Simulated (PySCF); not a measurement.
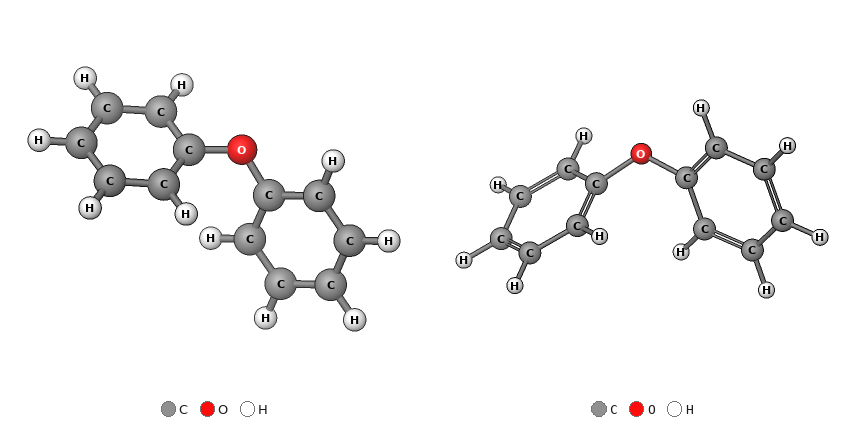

Both panels show the same species.

Computed geometry: PBE0-D3(BJ)/def2-SVP optimisation. No frequency run is at hand to confirm it as a minimum.

Question: Which formula does it have?

Answer: C12H10O, 23 atoms: 12 carbon, 10 hydrogen and 1 oxygen.

Question: Count the bonded pairs by element.

Answer: 12 C–C, 10 C–H, 2 C–O.

More results for the same structure follow; atom numbers are the same in all pictures, views and colours differ.

**NMR shielding**

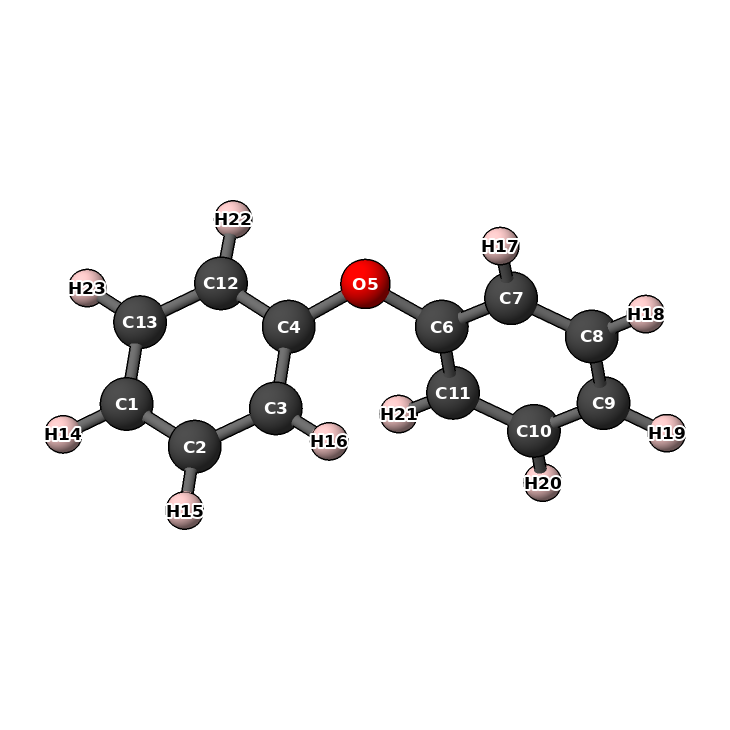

No frequency run is at hand to confirm it as a minimum. Level of theory: GIAO PBE/pcSseg-1 NMR shielding, non-relativistic, gas phase (PySCF 2.14.0). Principal shieldings σ11 ≤ σ22 ≤ σ33, span Ω = σ33 − σ11, skew κ = 3(σiso − σ22)/Ω.

Give the shielding tensors of the O atoms.

```tsv
atom	σ11	σ22	σ33	σiso	Ω	κ
O5	48.6	151.4	210.3	136.7	161.7	−0.27
```

Shieldings and span in ppm.

**Excitation**

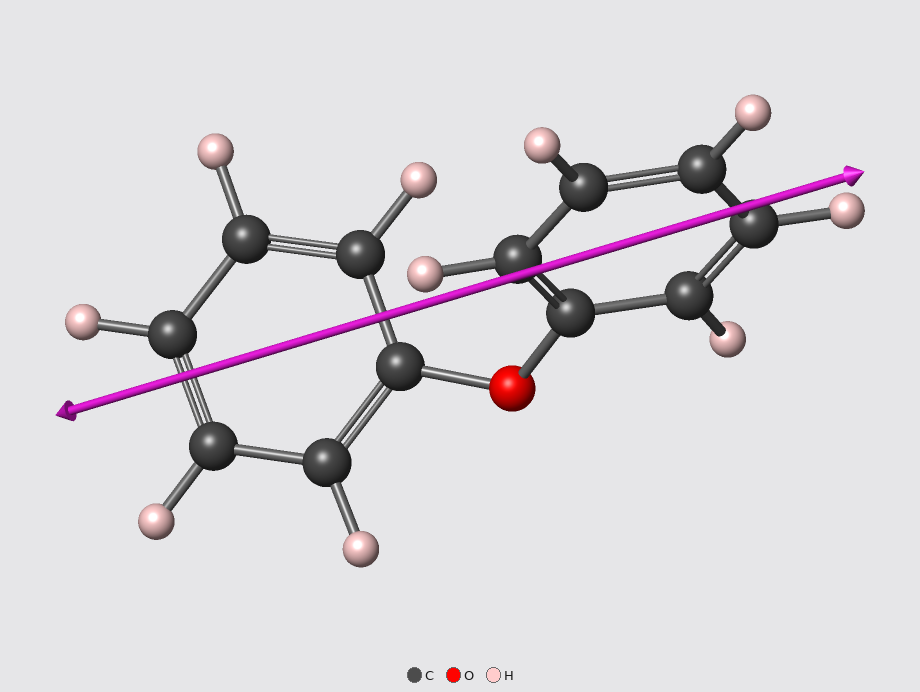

The double arrow shows the direction of the transition dipole to excited singlet state 2 (its length means nothing). No frequency run is at hand to confirm it as a minimum. Method: TDDFT B3LYP/def2-SVPD, vertical, gas phase, core orbitals frozen in the response (PySCF 2.14.0).

Question: Where does the transition lie, and how strong is it?

Answer: 5.04 eV (246 nm), oscillator strength 0.24, mainly HOMO → LUMO+1 (weight 0.93); transition dipole 3.53 D.

**Ring current**

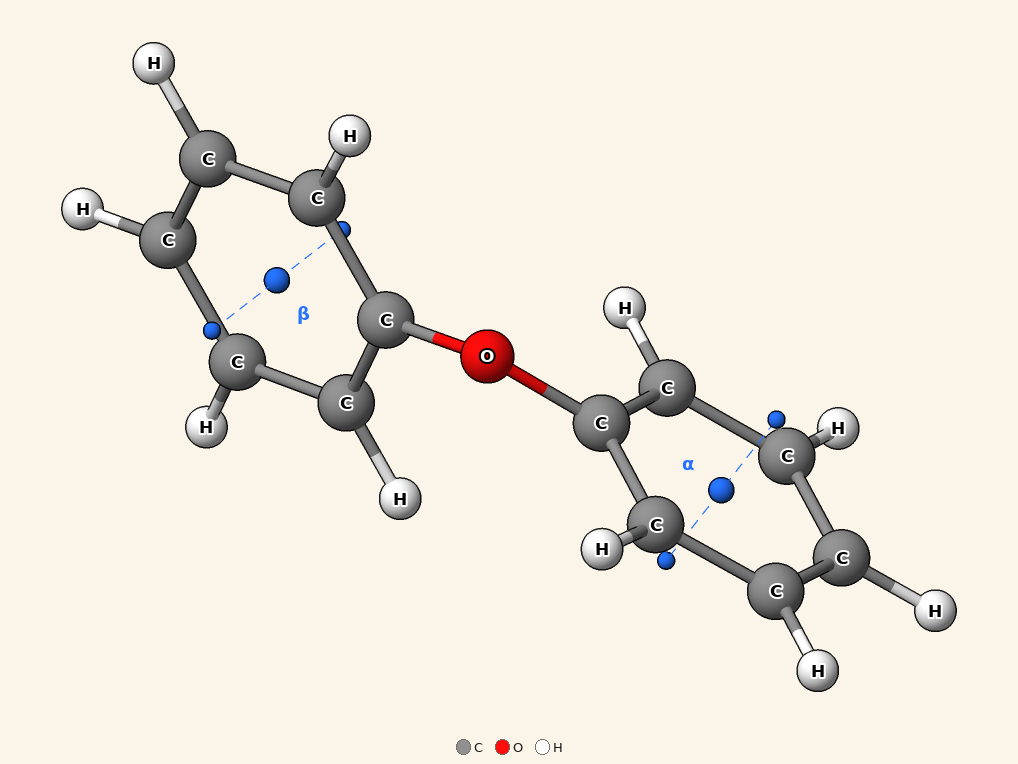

The small points mark where nucleus-independent chemical shifts (NICS) were computed: at the centre of each lettered ring and 1 Å above and below it. No frequency run is at hand to confirm it as a minimum. Level of theory: GIAO PBE0/pcSseg-1 NMR shielding, non-relativistic, gas phase (PySCF 2.14.0).

Give NICS(0), NICS(1) and the out-of-plane component NICS(1)zz for each ring (means of the two sides).

```tsv
ring	members	NICS(0)	NICS(1)	NICS(1)zz
α	C6	−9.2	−10.8	−27.3
β	C6	−9.2	−10.8	−27.2
```

Values in ppm.

Question: What do the values say about the ring currents?

Answer: Ring α: diatropic, as in an aromatic ring. Ring β: diatropic, as in an aromatic ring. NICS is one index among several.
